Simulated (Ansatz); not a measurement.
## Converging shifted k-point meshes: As (R-3m, 2 atoms in the cell)

```yaml
crystal:
  lattice:
    - [3.69877, -1.88940, 0.00000]
    - [3.69877, 1.88940, 0.00000]
    - [2.73362, 0.00000, 3.12698]
  atoms:
    - { symbol: As, position: [0.23172, 0.23172, 0.23172] }
    - { symbol: As, position: [0.77300, 0.77300, 0.77300] }
```

Level of theory: PBE (plane waves, PAW; Ansatz, a program for electronic structure).

Base settings: basis.ecutwfc = 420 eV; kpoints.mp_grid.grid = 11 11 11; hamiltonian.xc = pbe; hamiltonian.pseudopotentials = {kind: paw} (the program's default PAW files); scf.occupations.method = fermi_dirac; scf.occupations.width = 0.1 eV.

In this ladder: kpoints.mp_grid.shift = 0.5 0.5 0.5.

Only quantities that move along the ladder and can be compared are tabulated.

The count of work is k-points × plane waves × bands × iterations; it is no time. Core times come from one kind of shared machine, to one figure; runs under 30 s give none.

The starting cell has typed, rounded lattice constants, without a prior relaxation at this level. Its lattice was rescaled by up to half a per cent. One atom was moved a little off its site on purpose. Ansatz's pressure includes its estimate of the finite-basis (Pulay) stress.

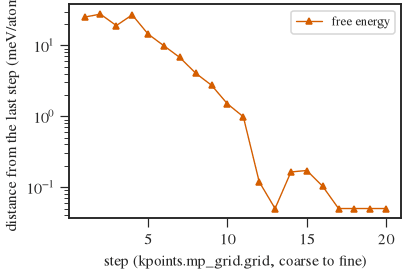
Figure: Distance from the last step along the ladder; very small values are drawn at a floor.

| kpoints.mp_grid.grid | free energy less the last step's (meV/atom) | pressure (GPa) | largest difference of a force vector from the last step's (eV/Å) | count of work / last | core time / last (rough) |
|---|---|---|---|---|---|
| 2 2 2 | -25.03 | 5.00 | 0.218 | 0.00048 | – |
| 3 3 3 | 27.57 | 1.88 | 0.747 | 0.0014 | – |
| 4 4 4 | -19.00 | 1.36 | 0.262 | 0.0024 | – |
| 5 5 5 | -26.92 | 0.82 | 0.175 | 0.0046 | – |
| 6 6 6 | -14.44 | 0.81 | 0.093 | 0.0067 | – |
| 7 7 7 | -9.86 | 0.78 | 0.032 | 0.011 | – |
| 8 8 8 | -6.74 | 0.87 | 0.027 | 0.017 | – |
| 9 9 9 | -4.05 | 0.80 | 0.006 | 0.024 | – |
| 10 10 10 | -2.74 | 0.86 | 0.001 | 0.031 | – |
| 11 11 11 | -1.50 | 0.87 | 0.007 | 0.041 | – |
| 12 12 12 | -0.99 | 0.87 | 0.012 | 0.051 | – |
| 14 14 14 | -0.12 | 0.89 | 0.009 | 0.078 | – |
| 15 15 15 | 0.02 | 0.89 | 0.007 | 0.096 | – |
| 17 17 17 | 0.16 | 0.90 | 0.003 | 0.14 | – |
| 18 18 18 | 0.17 | 0.90 | 0.001 | 0.16 | – |
| 20 20 20 | 0.10 | 0.90 | 0.001 | 0.22 | 0.3 |
| 23 23 23 | 0.02 | 0.90 | 0.001 | 0.32 | 0.5 |
| 25 25 25 | -0.01 | 0.90 | 0.001 | 0.41 | 0.6 |
| 28 28 28 | -0.02 | 0.90 | 0.000 | 0.57 | 1 |
| 31 31 31 | -0.01 | 0.90 | 0.000 | 0.77 | 0.8 |
| 34 34 34 | 0.00 | 0.90 | 0.000 | 1.0 | 1 |

Coarsest kpoints.mp_grid.grid that holds the free energy within 2 meV/atom of the last step, with all finer ones: 11 11 11, at 0.041 of the last step's count of work; the step before is off by 2.7 meV/atom.

Coarsest kpoints.mp_grid.grid that holds the pressure within 0.5 GPa of the last step, with all finer ones: 4 4 4, at 0.0024 of the last step's count of work; the step before is off by 0.98 GPa.

Coarsest kpoints.mp_grid.grid that holds the forces within 0.02 eV/Å of the last step, with all finer ones: 9 9 9, at 0.024 of the last step's count of work; the step before is off by 0.027 eV/Å.

Keys are those of Ansatz 0.2.
